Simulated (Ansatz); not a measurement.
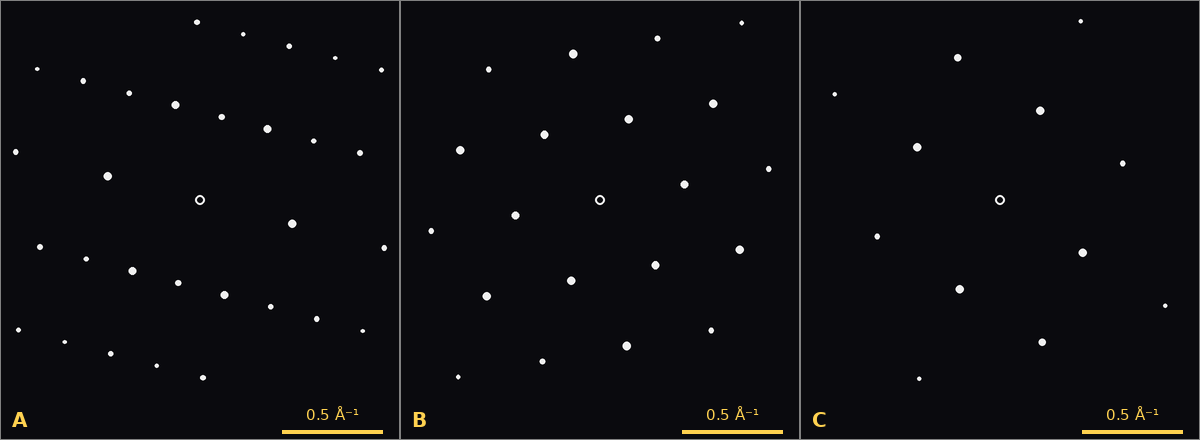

Simulated selected-area electron diffraction patterns (120 kV, kinematic approximation, thin crystal, B = 0.5 Å² for all atoms).

All three come from Ru, space group P6_3/mmc (No. 194), a = 2.69 Å, c = 4.20 Å (hexagonal axes). Structure: the input geometry of an electronic-structure calculation (not necessarily at equilibrium).

Assign the zone axes [001], [100], [211] to A, B and C.

Answer. A is [100]: rectangular net of 0 0 1 (itself extinct) at d = 4.20 Å and 0 1 0 at d = 2.33 Å, at 90.0°. B is [001]: hexagonal net of 1 -1 0 at d = 2.33 Å and 1 0 0 at d = 2.33 Å, at 60.0°. C is [211]: centred rectangular net of 0 1 -1 at d = 2.04 Å and -1 1 1 at d = 2.04 Å, at 81.6°.
